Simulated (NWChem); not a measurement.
# doublet [C3H6]+: levels of theory compared

Wanted: a comparison of 6 runs (UPBE/cc-pVDZ, U-r2SCAN/cc-pVDZ, U-revPBE/cc-pVDZ, UBLYP/cc-pVDZ, UM06-L/cc-pVDZ, UTPSS/cc-pVDZ) of doublet [C3H6]+. 

The results are computed with NWChem 7.3.0.

## 1. The system as given

[C3H6]+ has 9 atoms, charge +1, and is taken as a doublet. As SMILES of the parent species, `C=CC`. The coordinates come from a PBE0-D4/def2-TZVP relaxation. That shape belongs to the parent species and isn't relaxed for this state.

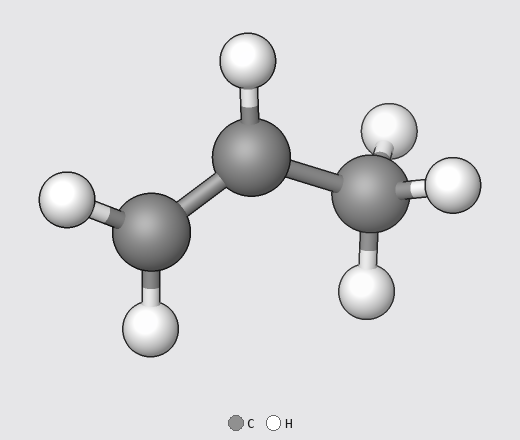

The structure, seen from a chosen angle (carbon grey, hydrogen white).

## 2. The energy at UPBE/cc-pVDZ (run 1)

mymol.nw reads:

```
start mymol
title "C3H6 PBE"
memory stack 880 mb heap 220 mb global 1100 mb
charge 1

geometry noautosym nocenter noautoz
   C     -1.129400     0.554100    -0.580200
   C      0.157600     0.266300    -0.447400
   C      0.744900    -0.543600     0.656400
   H     -1.864800     0.202700     0.137400
   H     -1.495500     1.149800    -1.408200
   H      0.857000     0.641500    -1.192300
   H      1.261600    -1.425300     0.264300
   H      1.490400     0.033400     1.212800
   H     -0.021900    -0.879100     1.357300
end

basis spherical bse
   C library cc-pVDZ
   H library cc-pVDZ
end

dft
   xc xpbe96 cpbe96
   mult 2
   grid xfine
   convergence energy 1e-08
   maxiter 100
   mulliken
   print low
end

task dft energy
```

On the command line:

```console
$ nwchem mymol.nw > mymol.out
```

The log of the run:

```text
[...]
 d= 0,ls=0.0,diis     1   -117.3194396965 -1.88D+02  5.62D-03  1.53D-01     7.3
[...]
 d= 0,ls=0.0,diis    11   -117.3780635970 -2.68D-09  4.36D-07  1.41D-09    71.3
[...]
         Total DFT energy =     -117.378063597025
      One electron energy =     -290.775224161734
           Coulomb energy =      120.417330321724
    Exchange-Corr. energy =      -18.018295760972
 Nuclear repulsion energy =       70.998126003957
[...]
      Total Density - Mulliken Population Analysis
     ---------------------------------------------
    Atom       Charge   Shell Charges
 -----------   ------   -------------------------------------------------------
    1 C    6     5.78   2.01  0.71  0.42  2.00  0.59  0.04
    2 C    6     6.02   2.02  0.71  0.53  2.00  0.69  0.07
    3 C    6     6.01   2.02  0.67  0.36  2.15  0.79  0.03
    4 H    1     0.87   0.73  0.11  0.03
    5 H    1     0.86   0.73  0.10  0.03
    6 H    1     0.89   0.73  0.13  0.03
    7 H    1     0.84   0.70  0.11  0.03
    8 H    1     0.84   0.70  0.11  0.03
    9 H    1     0.90   0.73  0.14  0.03
[...]
      <S2> =      0.7517 (Exact =     0.7500)
[...]
```

Wall time 72 s (1 thread of Intel Xeon Platinum 8375C at 2.90GHz (Ice Lake), shared host); peak memory 0.14 GiB.

## 3. A single-point energy at U-r2SCAN/cc-pVDZ (run 2)

c3h6.nw reads:

```
START c3h6
TITLE "C3H6"
memory stack 880 mb heap 220 mb global 1100 mb
charge 1
GEOMETRY units angstroms noautosym nocenter noautoz
   C       -1.129400       0.554100      -0.580200
   C        0.157600       0.266300      -0.447400
   C        0.744900      -0.543600       0.656400
   H       -1.864800       0.202700       0.137400
   H       -1.495500       1.149800      -1.408200
   H        0.857000       0.641500      -1.192300
   H        1.261600      -1.425300       0.264300
   H        1.490400       0.033400       1.212800
   H       -0.021900      -0.879100       1.357300
END
BASIS spherical bse
   C library cc-pVDZ
   H library cc-pVDZ
END
DFT
   xc r2scan
   mult 2
   grid xfine
   convergence energy 1e-08
   maxiter 100
   mulliken
   print medium
END
TASK dft energy
```

On the command line:

```console
$ nwchem c3h6.nw > c3h6.out
```

The log of the run:

```text
[...]
          Wavefunction type:  spin polarized.
          No. of atoms     :     9
          No. of electrons :    23
[...]
          Charge           :     1
          Spin multiplicity:     2
[...]
          AO basis - number of functions:    72
[...]
              XC Information
              --------------
                      r^2SCAN Method XC Functional
               r^2SCAN metaGGA Exchange Functional  1.000
                     r^2SCAN Correlation Potential  1.000
[...]
 d= 0,ls=0.0,diis     1   -117.4156647357 -1.88D+02  5.05D-03  1.42D-01     9.8
[...]
 d= 0,ls=0.0,diis    10   -117.4758925671 -3.54D-09  6.81D-07  3.41D-09    89.9
[...]
         Total DFT energy =     -117.475892567096
      One electron energy =     -290.717433747521
           Coulomb energy =      120.368971452279
    Exchange-Corr. energy =      -18.125556275811
 Nuclear repulsion energy =       70.998126003957
[...]
      Total Density - Mulliken Population Analysis
     ---------------------------------------------
    Atom       Charge   Shell Charges
 -----------   ------   -------------------------------------------------------
    1 C    6     5.80   2.01  0.72  0.44  1.98  0.60  0.04
    2 C    6     6.02   2.01  0.72  0.56  1.97  0.69  0.08
    3 C    6     6.04   2.01  0.67  0.38  2.12  0.82  0.04
    4 H    1     0.86   0.73  0.10  0.03
    5 H    1     0.85   0.73  0.09  0.03
    6 H    1     0.87   0.73  0.11  0.03
    7 H    1     0.84   0.70  0.10  0.03
    8 H    1     0.84   0.70  0.10  0.03
    9 H    1     0.90   0.73  0.13  0.03
[...]
      <S2> =      0.7535 (Exact =     0.7500)
[...]
```

It took 91 s on 1 thread of Intel Xeon Platinum 8375C at 2.90GHz (Ice Lake), shared host; peak memory 0.14 GiB.

Runs 3 to 5 aren't shown in full; the table further down has their settings and results.

## 4. A single-point energy at UTPSS/cc-pVDZ (run 6)

sp.nw reads:

```
echo
start sp
title "C3H6"
memory stack 880 mb heap 220 mb global 1100 mb
charge 1

geometry units atomic noautosym nocenter noautoz
  C   -2.13425669   1.04709725  -1.09641910
  C    0.29782084   0.50323407  -0.84546347
  C    1.40765699  -1.02725512   1.24041623
  H   -3.52396128   0.38304749   0.25964837
  H   -2.82608542   2.17280710  -2.66111233
  H    1.61949529   1.21225931  -2.25312046
  H    2.38407848  -2.69342665   0.49945461
  H    2.81644782   0.06311685   2.29185984
  H   -0.04138500  -1.66125824   2.56492527
end

basis spherical bse
  C library cc-pVDZ
  H library cc-pVDZ
end

dft
  xc xtpss03 ctpss03
  mult 2
  grid xfine
  convergence energy 1e-08
  maxiter 100
  mulliken
end

task dft energy
```

On the command line:

```console
$ nwchem sp.nw > sp.out
```

The log of the run:

```text
[...]
          Wavefunction type:  spin polarized.
          No. of atoms     :     9
          No. of electrons :    23
[...]
          Charge           :     1
          Spin multiplicity:     2
[...]
          AO basis - number of functions:    72
[...]
              XC Information
              --------------
                  TPSS metaGGA Exchange Functional  1.000
             TPSS03 metaGGA Correlation Functional  1.000
[...]
 d= 0,ls=0.0,diis     1   -117.5164873291 -1.89D+02  5.28D-03  1.36D-01    11.2
[...]
 d= 0,ls=0.0,diis    10   -117.5795480444 -4.02D-09  5.55D-07  1.44D-09   106.3
[...]
         Total DFT energy =     -117.579548044430
      One electron energy =     -290.755929365944
           Coulomb energy =      120.423140363733
    Exchange-Corr. energy =      -18.244879850443
 Nuclear repulsion energy =       70.998120808224
[...]
      Total Density - Mulliken Population Analysis
     ---------------------------------------------
    Atom       Charge   Shell Charges
 -----------   ------   -------------------------------------------------------
    1 C    6     5.77   2.01  0.72  0.41  1.99  0.59  0.05
    2 C    6     6.02   2.01  0.72  0.53  1.99  0.69  0.08
    3 C    6     6.00   2.01  0.67  0.35  2.13  0.79  0.04
    4 H    1     0.87   0.74  0.10  0.03
    5 H    1     0.86   0.74  0.09  0.03
    6 H    1     0.89   0.75  0.11  0.03
    7 H    1     0.85   0.72  0.10  0.03
    8 H    1     0.85   0.72  0.10  0.03
    9 H    1     0.90   0.75  0.13  0.03
[...]
      <S2> =      0.7525 (Exact =     0.7500)
[...]
```

It took 1.8 min on 1 thread of Intel Xeon Platinum 8375C at 2.90GHz (Ice Lake), shared host; peak memory 0.14 GiB.

## 5. All runs side by side

```csv
run,level,energy (Eh),⟨S²⟩,wall time
1,UPBE/cc-pVDZ,-117.378064,0.752,72 s
2,U-r2SCAN/cc-pVDZ,-117.475893,0.753,91 s
3,U-revPBE/cc-pVDZ,-117.518762,0.752,71 s
4,UBLYP/cc-pVDZ,-117.480407,0.751,75 s
5,UM06-L/cc-pVDZ,-117.535017,0.753,98 s
6,UTPSS/cc-pVDZ,-117.579548,0.752,1.8 min
```

## 6. Outcome

| quantity | value |
| --- | --- |
| run 6: total energy | -117.57955 Eh |
| run 6: HOMO energy (highest over α and β) | -14.71 eV |
| run 6: LUMO energy (lowest over α and β) | -13.00 eV |
| run 6: ⟨S²⟩ | 0.752 |

What this shows: Totals of different functionals can't be ranked against each other. All runs together took 8.6 min, the longest 1.8 min.
